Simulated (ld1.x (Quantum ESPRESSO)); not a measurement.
**Pseudopotential generation, with input and output: Si**

Silicon (Si, Z = 14), core [Ne], reference valence 3s2 3p0 (an ion of charge +2), valence charge 4. Computed at this level: RRKJ potential, PBE, scalar-relativistic, made with ld1.x (Quantum ESPRESSO) 7.5.

The input:
```
 &input
   title='Si', zed=14., rel=1, dft='PBE', iswitch=3,
   config='[Ne] 3s2 3p0 3d-2',
   nld=3, rlderiv=1.85, eminld=-4.0, emaxld=5.0, deld=0.02
 /
 &inputp
   pseudotype=2, tm=.false., rho0=0.02, lloc=0,
   nlcc=.true.,
   file_pseudopw='Si.UPF', file_wfcaegen='ae.wfc', file_wfcncgen='nc.wfc', file_beta='beta', file_chi='chi'
 /
3
3P  2  1   0.00   0.00  1.20  1.20  0.0
3D  3  2  -2.00   0.40  1.60  1.60  0.0
3S  1  0   2.00   0.00  1.70  1.70  0.0
 &test
   configts(1)='3s2 3p0'
 /
```

Input of the test run:
```
 &input
   title='Si', zed=14., rel=1, dft='PBE', iswitch=2,
   config='[Ne] 3s2 3p0 3d-2'
 /
 &test
   file_pseudo='Si.UPF', nconf=8,
   configts(1)='3s2 3p0',
   configts(2)='3s2 3p2',
   configts(3)='3s2 3p1',
   configts(4)='3s1 3p0',
   configts(5)='3s1 3p3',
   configts(6)='3s1 3p2',
   configts(7)='3s2 3p1.5',
   configts(8)='3s2 3p2.3'
 /
```

Hardware: 1 CPU thread, shared host.

Command:
```bash
ld1.x < Si.in > Si.out
```

Output:
```
     Program LD1 v.7.5
     --------------------------- All-electron run ----------------------------

     Si
     scalar relativistic calculation

     atomic number is 14.00
     dft =PBE   lsd =0 sic =0 latt =0  beta=0.20 tr2=1.0E-14
     Exchange-correlation= PBE
                           (   1   4   3   4   0   0   0)
     mesh =1141 r(mesh) = 100.57892 a.u. xmin = -7.00 dx = 0.01250
     1 Ry =  13.60569312 eV, c = 137.03599908

     n l     nl                  e(Ry)          e(Ha)          e(eV)
     1 0     1S 1( 2.00)      -132.8739       -66.4370     -1807.8422
     2 0     2S 1( 2.00)       -11.8188        -5.9094      -160.8036
     2 1     2P 1( 6.00)        -8.5927        -4.2964      -116.9098
     3 0     3S 1( 2.00)        -2.0973        -1.0487       -28.5359
     3 1     3P 1( 0.00)        -1.5070        -0.7535       -20.5040

     final scf error:  3.2E-15 reached in  24 iterations

     Etot =    -577.930541 Ry,    -288.965271 Ha,   -7863.145587 eV

     Ekin =     579.445667 Ry,     289.722833 Ha,    7883.759920 eV
     Encl =   -1361.584152 Ry,    -680.792076 Ha,  -18525.296135 eV
     Eh   =     244.489563 Ry,     122.244782 Ha,    3326.449973 eV
     Exc  =     -40.281619 Ry,     -20.140809 Ha,    -548.059345 eV

     normalization and overlap integrals

     s(1S/1S) =  1.000000  <r> =   0.1113  <r2> =    0.0167  r(max) =   0.0723
     s(2S/2S) =  1.000000  <r> =   0.5672  <r2> =    0.3844  r(max) =   0.4543
     s(2P/2P) =  1.000000  <r> =   0.5362  <r2> =    0.3626  r(max) =   0.3861
     s(3S/3S) =  1.000000  <r> =   1.9514  <r2> =    4.3633  r(max) =   1.6878
     s(3P/3P) =  1.000000  <r> =   2.2340  <r2> =    5.7808  r(max) =   1.9126

     ------------------------ End of All-electron run ------------------------

     --------------------- Generating NC pseudopotential ---------------------

      Generating local pot.: lloc=0, matching radius rcloc =   1.7000

      Computing core charge for nlcc:

       r > 1.15 : true rho core
       r < 1.15 : rho core = a sin(br)/r    a=   2.59  b=   2.37

      Integrated core pseudo-charge :   1.58

      Wfc   3P  rcut= 1.204  Estimated cut-off energy=      114.79 Ry
      This function has    0 nodes for 0 < r <    1.204

      Wfc   3D  rcut= 1.586  Estimated cut-off energy=       91.64 Ry
      This function has    0 nodes for 0 < r <    1.586

     ------------------- End of pseudopotential generation -------------------

     --------------------------- All-electron run ----------------------------

     Si
     scalar relativistic calculation

     atomic number is 14.00
     dft =PBE   lsd =0 sic =0 latt =0  beta=0.20 tr2=1.0E-14
     Exchange-correlation= PBE
                           (   1   4   3   4   0   0   0)
     mesh =1141 r(mesh) = 100.57892 a.u. xmin = -7.00 dx = 0.01250
     1 Ry =  13.60569312 eV, c = 137.03599908

     n l     nl                  e(Ry)          e(Ha)          e(eV)
     1 0     1S 1( 2.00)      -132.8739       -66.4370     -1807.8422
     2 0     2S 1( 2.00)       -11.8188        -5.9094      -160.8036
     2 1     2P 1( 6.00)        -8.5927        -4.2964      -116.9098
     3 0     3S 1( 2.00)        -2.0973        -1.0487       -28.5359
     3 1     3P 1( 0.00)        -1.5070        -0.7535       -20.5040

     final scf error:  3.2E-15 reached in  24 iterations

     Etot =    -577.930541 Ry,    -288.965271 Ha,   -7863.145587 eV

     Ekin =     579.445667 Ry,     289.722833 Ha,    7883.759920 eV
     Encl =   -1361.584152 Ry,    -680.792076 Ha,  -18525.296135 eV
     Eh   =     244.489563 Ry,     122.244782 Ha,    3326.449973 eV
     Exc  =     -40.281619 Ry,     -20.140809 Ha,    -548.059345 eV

     normalization and overlap integrals

     s(1S/1S) =  1.000000  <r> =   0.1113  <r2> =    0.0167  r(max) =   0.0723
     s(2S/2S) =  1.000000  <r> =   0.5672  <r2> =    0.3844  r(max) =   0.4543
     s(2P/2P) =  1.000000  <r> =   0.5362  <r2> =    0.3626  r(max) =   0.3861
     s(3S/3S) =  1.000000  <r> =   1.9514  <r2> =    4.3633  r(max) =   1.6878
     s(3P/3P) =  1.000000  <r> =   2.2340  <r2> =    5.7808  r(max) =   1.9126

     ------------------------ End of All-electron run ------------------------

     Computing logarithmic derivative in   1.85375
     Computing logarithmic derivative in   1.85375
     Computing the partial wave expansion
       no projector for channel:   0
     R is outside the sphere for l=    1 j= 0.00
     R is outside the sphere for l=    2 j= 0.00

     ---------------------- Testing the pseudopotential ----------------------

     Si
     scalar relativistic calculation

     atomic number is 14.00   valence charge is  4.00
     dft =PBE   lsd =0 sic =0 latt =0  beta=0.20 tr2=1.0E-14
     mesh =1141 r(mesh) = 100.57892 xmin = -7.00 dx = 0.01250

     n l     nl             e AE (Ry)        e PS (Ry)    De AE-PS (Ry)
     1 0     3S   1( 2.00)       -2.09735       -2.09735        0.00001
     2 1     3P   1( 0.00)       -1.50702       -1.50702        0.00000

     eps = 7.6E-15  iter =  9

     Etot =    -577.930541 Ry,    -288.965271 Ha,   -7863.145587 eV
     Etotps =    -7.409289 Ry,      -3.704644 Ha,    -100.808512 eV

     Ekin =       1.299773 Ry,       0.649886 Ha,      17.684309 eV
     Encl =      -7.752840 Ry,      -3.876420 Ha,    -105.482759 eV
     Ehrt =       1.836469 Ry,       0.918234 Ha,      24.986427 eV
     Ecxc =      -2.792690 Ry,      -1.396345 Ha,     -37.996489 eV
     (Ecc =      -1.601885 Ry,      -0.800942 Ha,     -21.794755 eV)

     ---------------------- End of pseudopotential test ----------------------
```

Output of the test run (extracts):
```
     ---------------------- Testing the pseudopotential ----------------------

     Si
     scalar relativistic calculation

     atomic number is 14.00   valence charge is  4.00
     dft =PBE   lsd =0 sic =0 latt =0  beta=0.20 tr2=1.0E-14
     mesh =1141 r(mesh) = 100.57892 xmin = -7.00 dx = 0.01250

     n l     nl             e AE (Ry)        e PS (Ry)    De AE-PS (Ry)
     1 0     3S   1( 2.00)       -2.09735       -2.09735        0.00001
     2 1     3P   1( 0.00)       -1.50702       -1.50702        0.00000

     eps = 2.2E-15  iter =  9

     Etot =    -577.930541 Ry,    -288.965270 Ha,   -7863.145587 eV
     Etotps =    -7.409289 Ry,      -3.704644 Ha,    -100.808509 eV

     Ekin =       1.299773 Ry,       0.649886 Ha,      17.684311 eV
     Encl =      -7.752840 Ry,      -3.876420 Ha,    -105.482759 eV
     Ehrt =       1.836469 Ry,       0.918234 Ha,      24.986427 eV
     Ecxc =      -2.792690 Ry,      -1.396345 Ha,     -37.996489 eV
     (Ecc =      -1.601885 Ry,      -0.800942 Ha,     -21.794755 eV)

     ---------------------- End of pseudopotential test ----------------------

     ---------------------- Testing the pseudopotential ----------------------

     Si
     scalar relativistic calculation

     atomic number is 14.00   valence charge is  4.00
     dft =PBE   lsd =0 sic =0 latt =0  beta=0.20 tr2=1.0E-14
     mesh =1141 r(mesh) = 100.57892 xmin = -7.00 dx = 0.01250

     n l     nl             e AE (Ry)        e PS (Ry)    De AE-PS (Ry)
     1 0     3S   1( 2.00)       -0.79473       -0.79616        0.00143
     2 1     3P   1( 2.00)       -0.29996       -0.30111        0.00115

     eps = 9.2E-15  iter = 14

     Etot =    -579.674871 Ry,    -289.837436 Ha,   -7886.878407 eV
     Etotps =    -9.155642 Ry,      -4.577821 Ha,    -124.568849 eV
     dEtot_ae =      -1.744330 Ry
     dEtot_ps =      -1.746353 Ry,   Delta E=       0.002023 Ry

     Ekin =       2.856023 Ry,       1.428011 Ha,      38.858168 eV
     Encl =     -13.633906 Ry,      -6.816953 Ha,    -185.498737 eV
     Ehrt =       5.870936 Ry,       2.935468 Ha,      79.878151 eV
     Ecxc =      -3.775080 Ry,      -1.887540 Ha,     -51.362579 eV
     (Ecc =      -1.601885 Ry,      -0.800942 Ha,     -21.794755 eV)
     Epseu=      -0.473614 Ry,      -0.236807 Ha,      -6.443852 eV

     ---------------------- End of pseudopotential test ----------------------

     ---------------------- Testing the pseudopotential ----------------------

     Si
     scalar relativistic calculation

     atomic number is 14.00   valence charge is  4.00
     dft =PBE   lsd =0 sic =0 latt =0  beta=0.20 tr2=1.0E-14
     mesh =1141 r(mesh) = 100.57892 xmin = -7.00 dx = 0.01250

     n l     nl             e AE (Ry)        e PS (Ry)    De AE-PS (Ry)
     1 0     3S   1( 2.00)       -1.39899       -1.40036        0.00137
     2 1     3P   1( 1.00)       -0.85670       -0.85789        0.00119

     eps = 1.4E-15  iter = 17

     Etot =    -579.105988 Ry,    -289.552994 Ha,   -7879.138356 eV
     Etotps =    -8.585444 Ry,      -4.292722 Ha,    -116.810915 eV
     dEtot_ae =      -1.175447 Ry
     dEtot_ps =      -1.176155 Ry,   Delta E=       0.000708 Ry

     Ekin =       2.303887 Ry,       1.151943 Ha,      31.345973 eV
     Encl =     -10.937109 Ry,      -5.468555 Ha,    -148.806953 eV
     Ehrt =       3.700834 Ry,       1.850417 Ha,      50.352418 eV
     Ecxc =      -3.321727 Ry,      -1.660863 Ha,     -45.194394 eV
     (Ecc =      -1.601885 Ry,      -0.800942 Ha,     -21.794755 eV)
     Epseu=      -0.331329 Ry,      -0.165664 Ha,      -4.507959 eV

     ---------------------- End of pseudopotential test ----------------------

     ---------------------- Testing the pseudopotential ----------------------

     Si
     scalar relativistic calculation

     atomic number is 14.00   valence charge is  4.00
     dft =PBE   lsd =0 sic =0 latt =0  beta=0.20 tr2=1.0E-14
     mesh =1141 r(mesh) = 100.57892 xmin = -7.00 dx = 0.01250

     n l     nl             e AE (Ry)        e PS (Ry)    De AE-PS (Ry)
     1 0     3S   1( 1.00)       -2.90231       -2.89851       -0.00380
     2 1     3P   1( 0.00)       -2.26278       -2.26149       -0.00129

     eps = 8.3E-16  iter =  6

     Etot =    -575.433693 Ry,    -287.716847 Ha,   -7829.174246 eV
     Etotps =    -4.914048 Ry,      -2.457024 Ha,     -66.859029 eV
     dEtot_ae =       2.496848 Ry
     dEtot_ps =       2.495241 Ry,   Delta E=       0.001607 Ry

     Ekin =       0.725154 Ry,       0.362577 Ha,       9.866219 eV
     Encl =      -3.950311 Ry,      -1.975155 Ha,     -53.746714 eV
     Ehrt =       0.484256 Ry,       0.242128 Ha,       6.588634 eV
     Ecxc =      -2.173147 Ry,      -1.086573 Ha,     -29.567169 eV
     (Ecc =      -1.601885 Ry,      -0.800942 Ha,     -21.794755 eV)

     ---------------------- End of pseudopotential test ----------------------

     ---------------------- Testing the pseudopotential ----------------------

     Si
     scalar relativistic calculation

     atomic number is 14.00   valence charge is  4.00
     dft =PBE   lsd =0 sic =0 latt =0  beta=0.20 tr2=1.0E-14
     mesh =1141 r(mesh) = 100.57892 xmin = -7.00 dx = 0.01250

     n l     nl             e AE (Ry)        e PS (Ry)    De AE-PS (Ry)
     1 0     3S   1( 1.00)       -0.84977       -0.85069        0.00092
     2 1     3P   1( 3.00)       -0.34314       -0.34419        0.00104

     eps = 2.4E-15  iter = 14

     Etot =    -579.174028 Ry,    -289.587014 Ha,   -7880.064086 eV
     Etotps =    -8.654690 Ry,      -4.327345 Ha,    -117.753051 eV
     dEtot_ae =      -1.243487 Ry
     dEtot_ps =      -1.245401 Ry,   Delta E=       0.001914 Ry

     Ekin =       3.431958 Ry,       1.715979 Ha,      46.694164 eV
     Encl =     -13.260110 Ry,      -6.630055 Ha,    -180.412986 eV
     Ehrt =       5.665643 Ry,       2.832822 Ha,      77.085005 eV
     Ecxc =      -3.697531 Ry,      -1.848765 Ha,     -50.307468 eV
     (Ecc =      -1.601885 Ry,      -0.800942 Ha,     -21.794755 eV)
     Epseu=      -0.794650 Ry,      -0.397325 Ha,     -10.811767 eV

     ---------------------- End of pseudopotential test ----------------------

     ---------------------- Testing the pseudopotential ----------------------

     Si
     scalar relativistic calculation

     atomic number is 14.00   valence charge is  4.00
     dft =PBE   lsd =0 sic =0 latt =0  beta=0.20 tr2=1.0E-14
     mesh =1141 r(mesh) = 100.57892 xmin = -7.00 dx = 0.01250

     n l     nl             e AE (Ry)        e PS (Ry)    De AE-PS (Ry)
     1 0     3S   1( 1.00)       -1.45287       -1.45342        0.00055
     2 1     3P   1( 2.00)       -0.90305       -0.90399        0.00094

     eps = 1.4E-16  iter =  9

     Etot =    -578.559853 Ry,    -289.279926 Ha,   -7871.707807 eV
     Etotps =    -8.039386 Ry,      -4.019693 Ha,    -109.381414 eV
     dEtot_ae =      -0.629312 Ry
     dEtot_ps =      -0.630097 Ry,   Delta E=       0.000785 Ry

     Ekin =       2.963670 Ry,       1.481835 Ha,      40.322785 eV
     Encl =     -10.579816 Ry,      -5.289908 Ha,    -143.945730 eV
     Ehrt =       3.536757 Ry,       1.768378 Ha,      48.120027 eV
     Ecxc =      -3.243881 Ry,      -1.621940 Ha,     -44.135244 eV
     (Ecc =      -1.601885 Ry,      -0.800942 Ha,     -21.794755 eV)
     Epseu=      -0.716116 Ry,      -0.358058 Ha,      -9.743252 eV

     ---------------------- End of pseudopotential test ----------------------

     ---------------------- Testing the pseudopotential ----------------------

     Si
     scalar relativistic calculation

     atomic number is 14.00   valence charge is  4.00
     dft =PBE   lsd =0 sic =0 latt =0  beta=0.20 tr2=1.0E-14
     mesh =1141 r(mesh) = 100.57892 xmin = -7.00 dx = 0.01250

     n l     nl             e AE (Ry)        e PS (Ry)    De AE-PS (Ry)
     1 0     3S   1( 2.00)       -1.08246       -1.08404        0.00158
     2 1     3P   1( 1.50)       -0.56422       -0.56557        0.00135

     eps = 5.2E-15  iter = 10

     Etot =    -579.460145 Ry,    -289.730073 Ha,   -7883.956911 eV
     Etotps =    -8.940267 Ry,      -4.470134 Ha,    -121.638535 eV
     dEtot_ae =      -1.529604 Ry
     dEtot_ps =      -1.530979 Ry,   Delta E=       0.001375 Ry

     Ekin =       2.632695 Ry,       1.316347 Ha,      35.819636 eV
     Encl =     -12.360280 Ry,      -6.180140 Ha,    -168.170178 eV
     Ehrt =       4.769157 Ry,       2.384578 Ha,      64.887686 eV
     Ecxc =      -3.561534 Ry,      -1.780767 Ha,     -48.457133 eV
     (Ecc =      -1.601885 Ry,      -0.800942 Ha,     -21.794755 eV)
     Epseu=      -0.420305 Ry,      -0.210153 Ha,      -5.718547 eV

     ---------------------- End of pseudopotential test ----------------------

     ---------------------- Testing the pseudopotential ----------------------

     Si
     scalar relativistic calculation

     atomic number is 14.00   valence charge is  4.00
     dft =PBE   lsd =0 sic =0 latt =0  beta=0.20 tr2=1.0E-14
     mesh =1141 r(mesh) = 100.57892 xmin = -7.00 dx = 0.01250

     n l     nl             e AE (Ry)        e PS (Ry)    De AE-PS (Ry)
     1 0     3S   1( 2.00)       -0.63967       -0.64085        0.00118
     2 1     3P   1( 2.30)       -0.15822       -0.15911        0.00089

     eps = 2.4E-15  iter = 18

     Etot =    -579.743236 Ry,    -289.871618 Ha,   -7887.808558 eV
     Etotps =    -9.224318 Ry,      -4.612159 Ha,    -125.503247 eV
     dEtot_ae =      -1.812695 Ry
     dEtot_ps =      -1.815030 Ry,   Delta E=       0.002335 Ry

     Ekin =       2.940790 Ry,       1.470395 Ha,      40.011487 eV
     Encl =     -14.307933 Ry,      -7.153966 Ha,    -194.669343 eV
     Ehrt =       6.520381 Ry,       3.260191 Ha,      88.714309 eV
     Ecxc =      -3.886017 Ry,      -1.943008 Ha,     -52.871948 eV
     (Ecc =      -1.601885 Ry,      -0.800942 Ha,     -21.794755 eV)
     Epseu=      -0.491541 Ry,      -0.245770 Ha,      -6.687752 eV

     ---------------------- End of pseudopotential test ----------------------
```

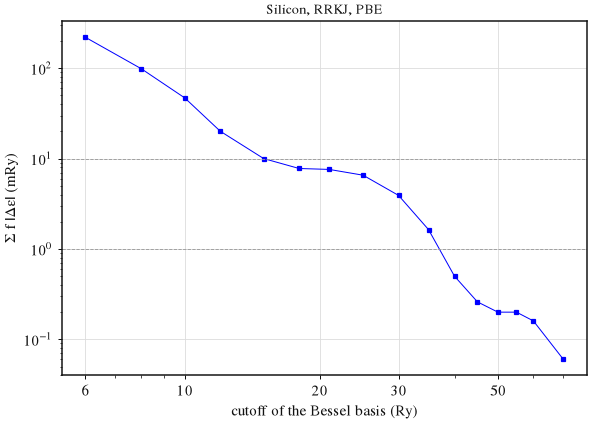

*The pseudo-atom Hamiltonian at the reference potential is diagonalised in spherical Bessel functions (20 bohr box) up to the cutoff. Curve: occupation-weighted sum of the valence levels' distances from their values at 400 Ry.*

- Error at 50 Ry: about 0.2 mRy.
- Cutoffs for 10 and 1 mRy in the occupation-weighted sum of levels: 18 Ry and 40 Ry, on the ladder of cutoffs that was run.

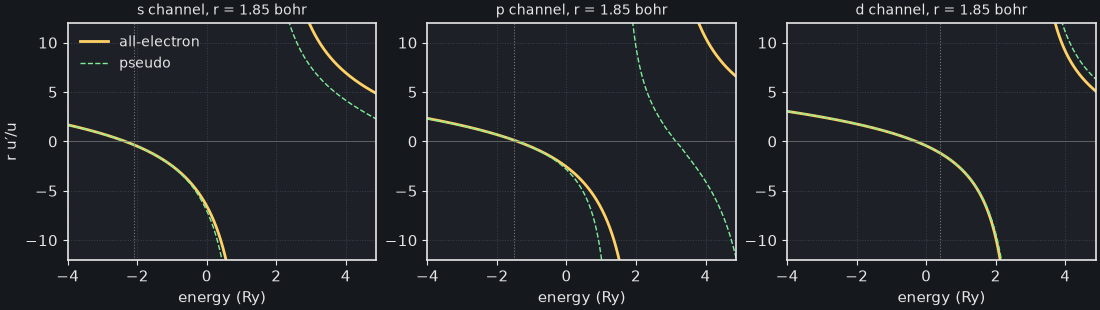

*Logarithmic derivatives r u′/u at the test radius against energy, all-electron atom (solid) and pseudo-atom (dashed). Here u = r R(r). The dotted line marks the reference energy of the channel.*

- Poles, where the radial function vanishes at the test radius: s: all-electron at 1.6 Ry, pseudo at 1.3 Ry; p: all-electron at 2.5 Ry, pseudo at 1.5 Ry; d: all-electron at 2.8 Ry, pseudo at 2.9 Ry.
- Zeros of the logarithmic derivative: s: all-electron -2.3 Ry, pseudo -2.3 Ry; p: all-electron -1.4 Ry, pseudo -1.4 and 3.1 Ry; d: all-electron -0.3 Ry, pseudo -0.3 Ry.

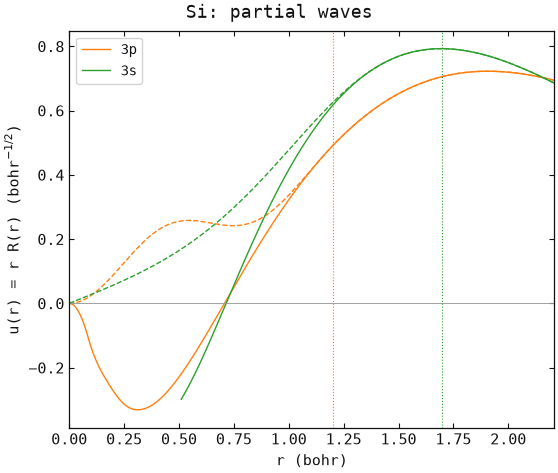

*Pseudo-waves (dashed) against the all-electron radial functions (solid). Dotted lines mark the matching radii. The innermost oscillations of some all-electron curves aren't drawn.*

Pseudo-waves: 3p has no node; 3s has no node.

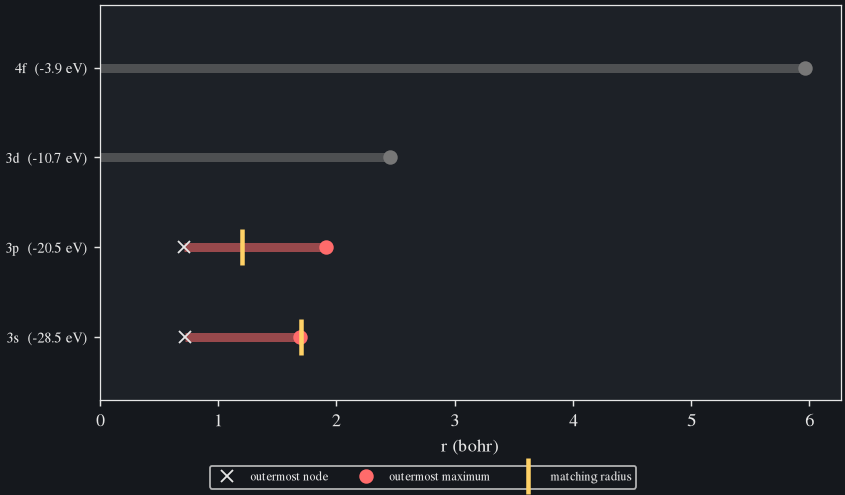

*Outer shells of the all-electron reference atom: each bar runs from the outermost node (or the nucleus) to the outermost maximum of u(r); the tick is the radius chosen for the pseudo-wave. Shells without a tick have no pseudo-wave of their own. Levels, nodes and maxima are from ld1.x, scalar-relativistic.*

- Radii against the shells: 3s: 1.70 bohr, outside the maximum; 3p: 1.20 bohr, between node and maximum.

Key numbers:

- outcome: generated
- cutoffs needed: 18 Ry and 40 Ry (the cutoffs, on a coarse ladder, from which the occupation-weighted sum of valence levels, in a spherical-Bessel basis at the reference potential, stays within 10 and 1 mRy of its value at 400 Ry); ghost states and empty shells don't enter this sum
- ghost test: no ghost state below the valence levels in the p, d, s, f channels (spherical-Bessel basis up to 400 Ry, 20 bohr box)
- largest excitation error: +32 meV (all-electron minus pseudo) for 3s2 3p2.3, out of 7 test configurations
- range over which the phases arctan(r u′/u) at the test radius agree within 0.05 rad (a looser test near the poles than one of phase shifts): s: up to about 3.1 Ry; p: up to about 0.7 Ry; d: over the whole range computed
- wall time: 1.1 s

Remarks:

The scattering phases part by more than π/2 and stay apart in p from about 3.2 Ry: a level there is either far displaced or one that only the pseudo-atom has.
